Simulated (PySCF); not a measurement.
# C8H8: runs on many settings

Aim: see how C8H8 (`C#C[C@@H]1CC[C@H]1C#C`) answers to the choice of functional, basis, grid and SCF options, and what happens with inputs that are wrong on purpose.

The runs use PySCF 2.14.0, with density-fitted response routines of our own; the level of theory stands in each step. All values are computed, except where a source is named. Atoms are numbered from 0 throughout.

### 1 Starting geometry

16 atoms, charge 0, multiplicity 1; geometry from: GFN2-xTB.

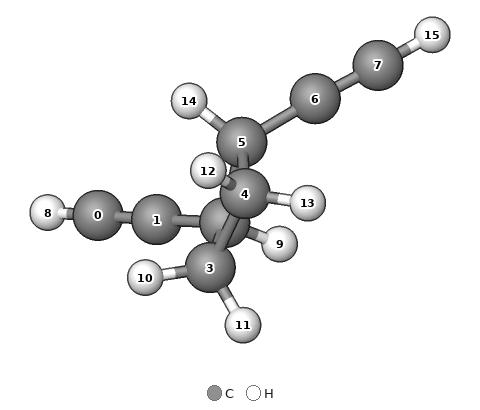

As it starts; carbon grey, hydrogen white, atoms numbered.

### 2 Ultraviolet spectrum: OLYP/def2-SVPD

What the job is given:

```
{"job": {"kind": "uv", "xc": "OLYP", "basis": "def2-SVPD", "nstates": 6, "ntriplets": 2, "tda": true}, "charge": 0, "multiplicity": 1}
C     -2.368523     1.543804    -1.490043
C     -1.517523     0.755121    -1.193222
C     -0.498918    -0.170042    -0.771345
C     -0.907390    -1.208722     0.296428
C      0.330289    -0.839010     1.123830
C      0.560514     0.393546     0.222273
C      1.887887     0.567130    -0.305764
C      2.987971     0.659887    -0.769923
H     -3.112385     2.226068    -1.775502
H     -0.026500    -0.629412    -1.642957
H     -1.842219    -0.944779     0.788272
H     -0.965053    -2.238935    -0.049043
H      0.157219    -0.624399     2.176162
H      1.134889    -1.567094     1.037365
H      0.218185     1.320866     0.687640
H      3.953959     0.764916    -1.164622
```

Level: TDA OLYP/def2-SVPD, vertical, gas phase, core orbitals frozen in the response.

Launch:

```sh
$ OMP_NUM_THREADS=1 python probes_run.py task.json out
```

This one command runs all jobs of the session in turn.

Output:

```text
coarse grid: 13648 points
cycle   1  E = -309.0313543118  dE =  8.959e-01  |g| = 5.804e-01  |ddm| = 1.386e+01
cycle   2  E = -308.9708154664  dE =  6.054e-02  |g| = 7.272e-01  |ddm| = 7.540e+00
cycle   3  E = -309.1298844705  dE = -1.591e-01  |g| = 8.173e-02  |ddm| = 5.375e+00
cycle   4  E = -309.1297597495  dE =  1.247e-04  |g| = 8.273e-02  |ddm| = 4.148e-01
cycle   5  E = -309.1314196055  dE = -1.660e-03  |g| = 2.512e-02  |ddm| = 2.079e-01
cycle   6  E = -309.1315718807  dE = -1.523e-04  |g| = 6.590e-03  |ddm| = 7.232e-02
cycle   7  E = -309.1315838921  dE = -1.201e-05  |g| = 8.470e-04  |ddm| = 2.259e-02
cycle   8  E = -309.1315840517  dE = -1.595e-07  |g| = 3.583e-04  |ddm| = 4.156e-03
final grid: 132640 points
cycle   9  E = -309.1695797950  dE = -6.037e-05  |g| = 9.982e-03  |ddm| = 5.361e-01
cycle  10  E = -309.1695232723  dE =  5.652e-05  |g| = 1.759e-02  |ddm| = 7.070e-02
cycle  11  E = -309.1695981049  dE = -7.483e-05  |g| = 6.326e-03  |ddm| = 4.878e-02
cycle  12  E = -309.1696084313  dE = -1.033e-05  |g| = 9.955e-04  |ddm| = 1.400e-02
cycle  13  E = -309.1696086815  dE = -2.501e-07  |g| = 2.151e-04  |ddm| = 4.296e-03
cycle  14  E = -309.1696086940  dE = -1.251e-08  |g| = 3.935e-05  |ddm| = 1.167e-03
cycle  15  E = -309.1696086941  dE = -1.716e-10  |g| = 3.187e-05  |ddm| = 1.930e-04
cycle  16  E = -309.1696086944  dE = -2.364e-10  |g| = 1.039e-05  |ddm| = 6.926e-05
converged SCF energy = -309.1696086944

Static polarisability (au): isotropic 89.870, principal 67.027 87.993 114.589

Singlet excitations
state   eV       nm        f      main configurations
  1   5.8677    211.3   0.01140   H->L 0.94
  2   5.9695    207.7   0.00797   H-1->L 0.68, H->L+1 0.30
  3   6.0098    206.3   0.00891   H-1->L+1 0.93
  4   6.2180    199.4   0.01972   H-2->L+1 0.36, H->L+1 0.26, H-1->L+2 0.18
  5   6.2462    198.5   0.00986   H-2->L+1 0.51, H-1->L+2 0.14, H->L+1 0.13
  6   6.2633    198.0   0.00783   H->L+2 0.49, H-2->L 0.48

Triplet excitations (Tamm-Dancoff, eV): 5.1844 5.4310
```

Run time: 41 s. Hardware: 1 thread of Arm Neoverse V2, shared host; peak memory 0.73 GiB.

The orbitals next to the gap, with their largest atomic shares:

```
orbital     eV                      atoms
 HOMO−3  -6.81  C6 22 %, C1 22 %, C7 21 %
 HOMO−2  -6.50  C0 20 %, C7 20 %, C1 18 %
 HOMO−1  -6.25  C7 20 %, C0 20 %, C6 18 %
   HOMO  -6.13  C0 21 %, C7 21 %, C1 17 %
   LUMO  -0.30   C3 12 %, C4 11 %, C0 9 %
 LUMO+1  -0.29  C7 18 %, C0 16 %, C6 16 %
 LUMO+2   0.08  C7 18 %, C0 18 %, C6 13 %
```

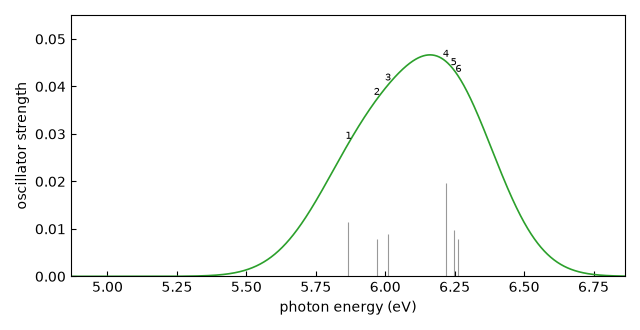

Absorption spectrum from the 6 singlet states computed; above the last one it falls off for lack of states. Lines are broadened to a width of 0.40 eV (Gaussian).

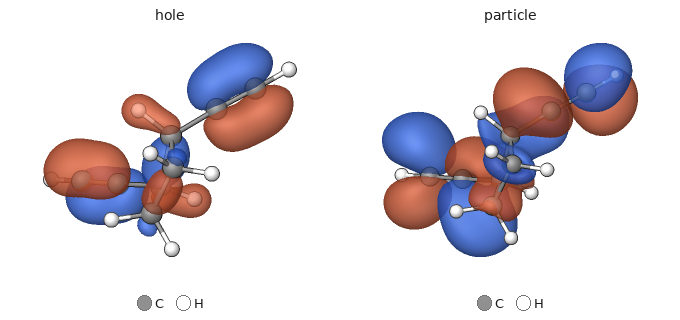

Leading natural transition orbitals of singlet state 4: the electron leaves the hole (left) for the particle orbital (right).

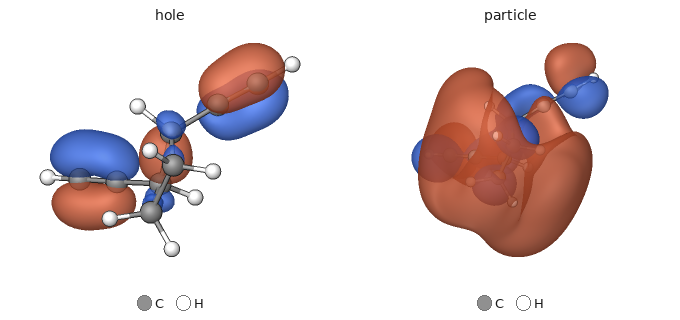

Leading natural transition orbitals of singlet state 1: the electron leaves the hole (left) for the particle orbital (right).

Further results of this job:

```
           property  computed
  dipole moment (D)      0.92
polarisability (Å³)     13.32
 HOMO–LUMO gap (eV)      5.83
      −ε(HOMO) (eV)      6.13
```

Orbitals, density, ELF and potential are computed afterwards from the orbital file.

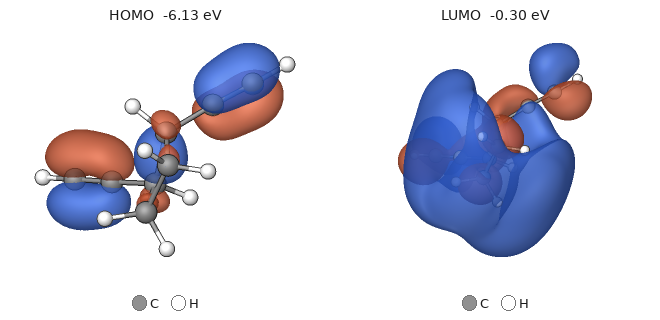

OLYP/def2-SVPD orbitals near the gap, drawn at the value that encloses 70 % of each; the two colours are the two signs.

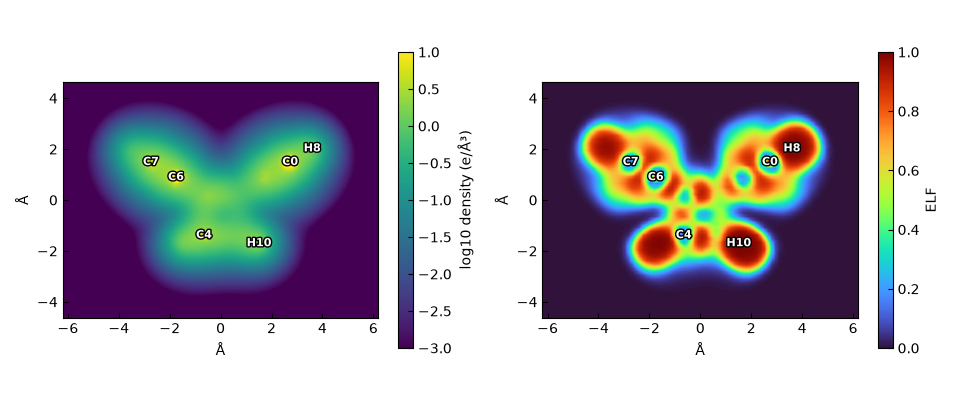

Density (left) and ELF (right) in a plane through or near 6 of the atoms.

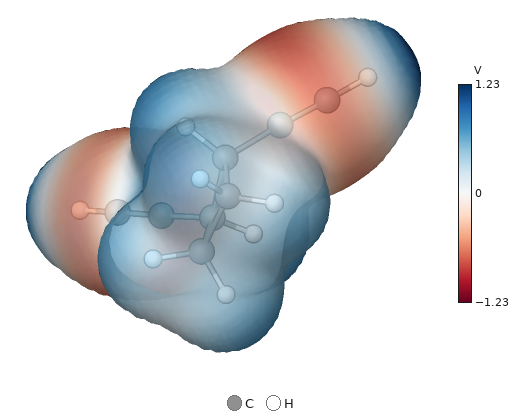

The potential that a unit positive charge feels on the 0.002 e/bohr³ surface, from -0.80 V near C0 to 1.23 V near H15.

### 3 Shielding tensors: PBE0/IGLO-II

Same as in step 2 but for these lines:

```diff
@@ -1,2 +1,2 @@
-{"job": {"kind": "uv", "xc": "OLYP", "basis": "def2-SVPD", "nstates": 6, "ntriplets": 2, "tda": true}, "charge": 0, "multiplicity": 1}
+{"job": {"kind": "nmr", "xc": "PBE0", "basis": "IGLO-II", "pop": true}, "charge": 0, "multiplicity": 1}
 C     -2.368523     1.543804    -1.490043
```

Level: GIAO PBE0/IGLO-II NMR shielding, non-relativistic, gas phase.

Output:

```text
coarse grid: 13648 points
cycle   1  E = -309.1495502447  dE =  1.232e+00  |g| = 4.784e-01  |ddm| = 3.472e+00
cycle   2  E = -309.1633548039  dE = -1.380e-02  |g| = 4.124e-01  |ddm| = 7.655e-01
cycle   3  E = -309.2045563259  dE = -4.120e-02  |g| = 7.802e-02  |ddm| = 3.616e-01
cycle   4  E = -309.2047590694  dE = -2.027e-04  |g| = 7.186e-02  |ddm| = 8.867e-02
cycle   5  E = -309.2060336160  dE = -1.275e-03  |g| = 8.607e-03  |ddm| = 4.582e-02
cycle   6  E = -309.2060486157  dE = -1.500e-05  |g| = 2.542e-03  |ddm| = 7.417e-03
cycle   7  E = -309.2060501983  dE = -1.583e-06  |g| = 2.647e-04  |ddm| = 2.414e-03
final grid: 132640 points
cycle   8  E = -309.1914155131  dE = -7.922e-05  |g| = 6.617e-03  |ddm| = 3.142e-02
cycle   9  E = -309.1914133757  dE =  2.137e-06  |g| = 7.165e-03  |ddm| = 1.047e-02
cycle  10  E = -309.1914255286  dE = -1.215e-05  |g| = 1.987e-03  |ddm| = 6.170e-03
cycle  11  E = -309.1914264049  dE = -8.763e-07  |g| = 6.587e-04  |ddm| = 1.484e-03
cycle  12  E = -309.1914265024  dE = -9.750e-08  |g| = 1.659e-04  |ddm| = 5.014e-04
cycle  13  E = -309.1914265090  dE = -6.672e-09  |g| = 2.333e-05  |ddm| = 1.578e-04
cycle  14  E = -309.1914265092  dE = -1.228e-10  |g| = 2.892e-06  |ddm| = 2.587e-05
converged SCF energy = -309.1914265092

GIAO shielding tensors (ppm)
atom      isotropic    diamagn.    paramagn.     s11        s22        s33       span
  0 C      112.122     264.477    -152.355     49.479     51.324    235.562    186.083
  1 C       97.729     263.230    -165.501     -3.871     -2.422    299.479    303.350
  2 C      155.767     245.216     -89.448    143.054    150.186    174.062     31.008
  3 C      162.117     247.118     -85.002    149.058    153.417    183.875     34.817
  4 C      162.136     246.574     -84.438    149.073    153.394    183.940     34.867
  5 C      155.783     244.723     -88.940    143.050    150.172    174.129     31.079
  6 C       97.774     263.240    -165.466     -3.847     -2.313    299.483    303.330
  7 C      112.112     264.632    -152.520     49.445     51.311    235.581    186.136
  8 H       30.491      31.779      -1.288     25.884     25.950     39.639     13.756
  9 H       28.963      29.418      -0.455     25.683     29.186     32.020      6.337
 10 H       29.961      30.600      -0.638     26.978     28.729     34.177      7.199
 11 H       29.788      29.696       0.092     26.498     27.098     35.767      9.270
 12 H       29.793      29.849      -0.056     26.499     27.109     35.771      9.272
 13 H       29.970      30.609      -0.639     26.981     28.740     34.189      7.208
 14 H       28.964      29.763      -0.798     25.687     29.191     32.015      6.329
 15 H       30.497      31.886      -1.389     25.888     25.955     39.647     13.759
```

It took 29 s on 1 thread of Arm Neoverse V2, shared host; peak memory 0.98 GiB.

The references, computed at this level on geometries of the same kind, shield at (ppm): ¹H TMS 32.10, ¹³C TMS 189.0. Their shielding less the atom's gives the shift. The references are single molecules in the gas phase. Atoms listed in one row are averaged.

```
   atoms                           environment  σ (ppm)  δ (ppm)
  C1, C6                         alkyne carbon     97.8     91.3
  C0, C7                terminal alkyne carbon    112.1     76.9
  C2, C5                    propargylic sp3 CH    155.8     33.2
  C3, C4                     sp3 CH2 in a ring    162.1     26.9
 H9, H14      hydrogen on a propargylic sp3 CH    28.96     3.14
H11, H12      hydrogen on an sp3 CH2 in a ring    29.79     2.31
H10, H13      hydrogen on an sp3 CH2 in a ring    29.97     2.14
 H8, H15  hydrogen on a terminal alkyne carbon    30.49     1.61
```

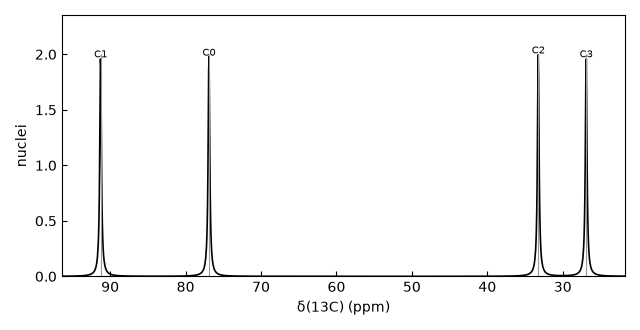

¹³C lines at the computed shifts, without couplings. Lines are broadened to a width of 0.26 ppm (Lorentzian).

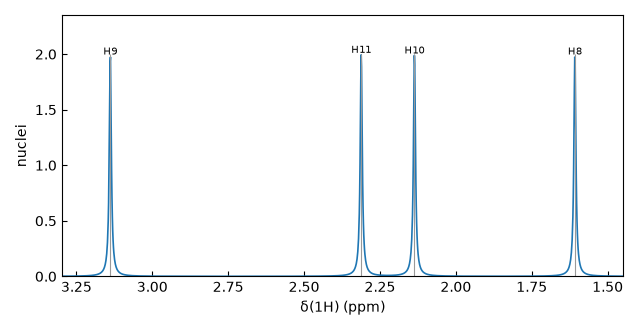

¹H lines at the computed shifts, without couplings. Lines are broadened to a width of 0.01 ppm (Lorentzian).

Charges from the same density, by scheme (e):

```
 atoms  Mulliken    IAO  Hirshfeld  ESP fit
C0, C7     -0.16  -0.26      -0.13    -0.39
C1, C6     -0.01  -0.02      -0.04    -0.17
C2, C5     -0.13  -0.13      -0.01     0.22
C3, C4     -0.17  -0.27      -0.07    -0.21
```

IAO charges:

C0 -0.26; C1 -0.03; C2 -0.13; C3 -0.27; C4 -0.27; C5 -0.13; C6 -0.02; C7 -0.26; H8 0.20; H9 0.17; H10 0.15; H11 0.15; H12 0.15; H13 0.15; H14 0.17; H15 0.20

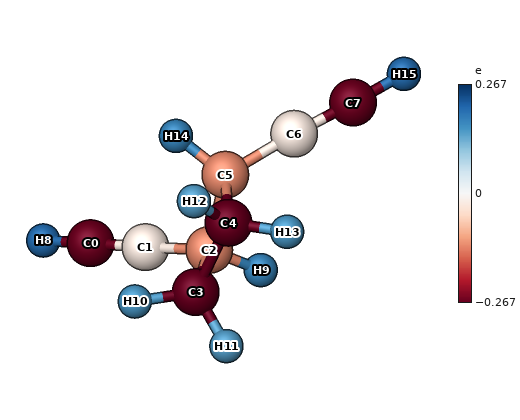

IAO charges, as colours on the atoms.

Mayer bond orders: C0–C1 2.85, C1–C2 1.03, C2–C3 0.97, C3–C4 1.00, C4–C5 0.97, C5–C6 1.03, C6–C7 2.85, C5–C2 0.94.

Ring of atoms C2, C3, C4, C5: NICS(0) -1.3, NICS(1) -0.3, NICS(1)zz 4.5 ppm (means of both faces).

### 4 NMR shieldings: PBE0/pcSseg-1

Same as in step 3 but for these lines:

```diff
@@ -1,2 +1,2 @@
-{"job": {"kind": "nmr", "xc": "PBE0", "basis": "IGLO-II", "pop": true}, "charge": 0, "multiplicity": 1}
+{"job": {"kind": "nmr", "xc": "PBE0", "basis": "pcSseg-1", "pop": true, "scf": {"aux": "sto-3g", "max_cycle": 89}}, "charge": 0, "multiplicity": 1}
 C     -2.368523     1.543804    -1.490043
```

Method: GIAO PBE0/pcSseg-1 NMR shielding, non-relativistic, gas phase.

Output:

```text
final grid: 132640 points
cycle   1  E = -314.0350039192  dE =  9.291e-01  |g| = 4.806e-01  |ddm| = 5.105e+00
cycle   2  E = -314.0696076605  dE = -3.460e-02  |g| = 3.897e-01  |ddm| = 9.772e-01
cycle   3  E = -314.0961435863  dE = -2.654e-02  |g| = 2.205e-01  |ddm| = 6.307e-01
cycle   4  E = -314.1072484130  dE = -1.110e-02  |g| = 1.017e-01  |ddm| = 2.742e-01
cycle   5  E = -314.1098944247  dE = -2.646e-03  |g| = 1.138e-02  |ddm| = 9.559e-02
cycle   6  E = -314.1099255834  dE = -3.116e-05  |g| = 2.344e-03  |ddm| = 1.851e-02
cycle   7  E = -314.1099269553  dE = -1.372e-06  |g| = 5.212e-04  |ddm| = 4.360e-03
cycle   8  E = -314.1099270368  dE = -8.153e-08  |g| = 2.105e-04  |ddm| = 9.061e-04
cycle   9  E = -314.1099270525  dE = -1.573e-08  |g| = 4.963e-05  |ddm| = 3.285e-04
cycle  10  E = -314.1099270548  dE = -2.308e-09  |g| = 1.805e-05  |ddm| = 1.161e-04
cycle  11  E = -314.1099270552  dE = -3.872e-10  |g| = 1.694e-05  |ddm| = 5.974e-05
converged SCF energy = -314.1099270552

GIAO shielding tensors (ppm)
atom      isotropic    diamagn.    paramagn.     s11        s22        s33       span
  0 C      147.049     246.828     -99.779     94.905     99.976    246.266    151.361
  1 C      157.942     246.509     -88.567     85.561     92.696    295.570    210.009
  2 C      167.951     248.888     -80.938    158.940    164.702    180.210     21.270
  3 C      159.552     248.717     -89.165    148.732    155.902    174.024     25.292
  4 C      159.564     248.020     -88.456    148.718    155.897    174.078     25.360
  5 C      167.962     246.552     -78.589    158.965    164.683    180.239     21.274
  6 C      157.975     246.815     -88.840     85.598     92.752    295.574    209.977
  7 C      147.042     246.563     -99.521     94.885     99.968    246.274    151.389
  8 H       33.465      42.584      -9.119     28.327     28.368     43.701     15.374
  9 H       33.616      34.138      -0.522     30.036     33.920     36.890      6.854
 10 H       34.170      34.816      -0.647     31.359     33.058     38.092      6.733
 11 H       33.881      34.642      -0.761     30.857     31.251     39.534      8.677
 12 H       33.891      34.847      -0.955     30.867     31.267     39.540      8.673
 13 H       34.177      34.833      -0.656     31.364     33.064     38.105      6.741
 14 H       33.619      33.870      -0.251     30.042     33.929     36.887      6.845
 15 H       33.471      42.485      -9.014     28.332     28.373     43.708     15.377
```

Wall time 12 s (1 thread of Arm Neoverse V2, shared host); peak memory 0.61 GiB.

The run ended normally, but its values are not to be used for the molecule: the fitting basis sto-3g is not made for Coulomb and exchange fitting here. Its shieldings differ from those of step 3 (PBE0/IGLO-II) by up to 60 ppm (C1).

### 5 NMR shieldings: PBE0/pcSseg-1

Same as in step 4 but for these lines:

```diff
@@ -1,2 +1,2 @@
-{"job": {"kind": "nmr", "xc": "PBE0", "basis": "pcSseg-1", "pop": true, "scf": {"aux": "sto-3g", "max_cycle": 89}}, "charge": 0, "multiplicity": 1}
+{"job": {"kind": "nmr", "xc": "PBE0", "basis": "pcSseg-1", "pop": false, "scf": {"aux": "def2-universal-jkfit"}}, "charge": 0, "multiplicity": 1}
 C     -2.368523     1.543804    -1.490043
```

Method: GIAO PBE0/pcSseg-1 NMR shielding, non-relativistic, gas phase.

Output:

```text
final grid: 132640 points
cycle   1  E = -309.0244385438  dE =  1.239e+00  |g| = 4.490e-01  |ddm| = 4.006e+00
cycle   2  E = -309.0396971520  dE = -1.526e-02  |g| = 3.849e-01  |ddm| = 1.127e+00
cycle   3  E = -309.0768205106  dE = -3.712e-02  |g| = 7.075e-02  |ddm| = 4.285e-01
cycle   4  E = -309.0772643942  dE = -4.439e-04  |g| = 5.699e-02  |ddm| = 9.537e-02
cycle   5  E = -309.0780685908  dE = -8.042e-04  |g| = 8.396e-03  |ddm| = 4.464e-02
cycle   6  E = -309.0780838228  dE = -1.523e-05  |g| = 2.303e-03  |ddm| = 9.026e-03
cycle   7  E = -309.0780851989  dE = -1.376e-06  |g| = 2.296e-04  |ddm| = 2.551e-03
cycle   8  E = -309.0780852104  dE = -1.149e-08  |g| = 1.132e-04  |ddm| = 3.146e-04
cycle   9  E = -309.0780852133  dE = -2.978e-09  |g| = 1.256e-05  |ddm| = 1.241e-04
cycle  10  E = -309.0780852134  dE = -3.433e-11  |g| = 5.220e-06  |ddm| = 1.938e-05
converged SCF energy = -309.0780852134

GIAO shielding tensors (ppm)
atom      isotropic    diamagn.    paramagn.     s11        s22        s33       span
  0 C      108.063     257.117    -149.055     43.369     45.327    235.492    192.124
  1 C       94.584     257.164    -162.581     -8.948     -7.284    299.983    308.931
  2 C      154.232     248.004     -93.772    142.071    148.288    172.337     30.266
  3 C      160.022     248.741     -88.719    146.610    152.138    181.317     34.707
  4 C      160.041     248.279     -88.239    146.629    152.111    181.382     34.753
  5 C      154.248     246.528     -92.280    142.051    148.289    172.403     30.352
  6 C       94.629     257.231    -162.602     -8.927     -7.170    299.986    308.914
  7 C      108.051     257.147    -149.095     43.336     45.308    235.511    192.175
  8 H       29.867      33.749      -3.882     25.063     25.092     39.446     14.383
  9 H       28.684      28.061       0.623     25.385     28.973     31.695      6.309
 10 H       29.623      29.562       0.061     26.713     28.230     33.926      7.213
 11 H       29.402      29.116       0.286     26.102     26.643     35.463      9.361
 12 H       29.408      29.197       0.210     26.103     26.653     35.467      9.364
 13 H       29.631      29.637      -0.007     26.716     28.239     33.937      7.221
 14 H       28.685      28.058       0.628     25.389     28.978     31.689      6.300
 15 H       29.872      33.800      -3.928     25.067     25.096     39.454     14.387
```

It took 16 s on 1 thread of Arm Neoverse V2, shared host; peak memory 1 GiB.

This run: δ C1 92.3, C0 78.9, C2 32.7, C3 26.9, H9 3.03, H11 2.31 ppm (means over like atoms).

### 6 Shielding tensors: PW91/pcSseg-1

Same as in step 5 but for these lines:

```diff
@@ -1,2 +1,2 @@
-{"job": {"kind": "nmr", "xc": "PBE0", "basis": "pcSseg-1", "pop": false, "scf": {"aux": "def2-universal-jkfit"}}, "charge": 0, "multiplicity": 1}
+{"job": {"kind": "nmr", "xc": "PW91", "basis": "pcSseg-1", "pop": false, "scf": {"max_cycle": 83}}, "charge": 0, "multiplicity": 3}
 C     -2.368523     1.543804    -1.490043
```

Method: PW91/pcSseg-1.

Output:

```text
NotImplementedError: this response code serves closed shells only; the SCF ended at -309.12753105 Eh with <S^2> = 2.0026
```

Run time: 38 s. Hardware: 1 thread of Arm Neoverse V2, shared host; peak memory 0.52 GiB.

Why it failed: The input makes an open shell, and this response code serves closed shells alone. The remedy is to restore the closed-shell charge and spin, or use an unrestricted response code.

### 7 Run by run: NMR shifts

Shifts (ppm) of some atoms, chosen among heavy atoms and hydrogens apart, means over like atoms, with basis size and wall time:

```
          run    C1    C0    C2    C3    H9   H10    H8  functions  time
 PBE0/IGLO-II  91.3  76.9  33.2  26.9  3.14  2.14  1.61        224  29 s
PBE0/pcSseg-1  92.3  78.9  32.7  26.9  3.03  2.09  1.85        176  16 s
```

### 8 What came out

| quantity | value |
| --- | --- |
| lowest singlet (OLYP/def2-SVPD) | 5.87 eV (211 nm), f = 0.011 |
| brightest single state of those computed | state 4, 6.22 eV, f = 0.020 |
| lowest triplet | 5.18 eV |
| surface potential, least and greatest | -0.80 V and 1.23 V |
| ¹³C shifts against TMS (PBE0/IGLO-II, means over atoms taken as alike) | 91.3, 76.9, 33.2, 26.9 ppm |
| ¹H shifts against TMS (PBE0/IGLO-II, means over atoms taken as alike) | 3.14, 2.31, 2.14, 1.61 ppm |
| range of the shift of C0 | 76.9 to 78.9 ppm |
| property runs in this session | 5, of which 1 failed and 1 gave unsound results |

**Reading.** Single values in the summary come from the first run of each kind that ended normally (OLYP/def2-SVPD; PBE0/IGLO-II), which need not be the best level. The first singlet state (HOMO→LUMO 0.94) lies at 5.87 eV and is weak; of the 6 states computed, the strongest absorption comes from states 4 to 6 together at 6.22 eV (the last computed, so partners may be missing). The lowest triplet lies 0.68 eV below the lowest singlet. States above −ε(HOMO) lie where TDDFT describes them poorly and they hang on the basis; the brightest is among them. At PBE0/IGLO-II: The widest tensor belongs to C1, C6: span 303 ppm, with a paramagnetic part of -165 ppm. In ppm, C0 (with its like atoms) moves most: its shift spreads over 2.0 ppm, from 76.9 (PBE0/IGLO-II) to 78.9 (PBE0/pcSseg-1).
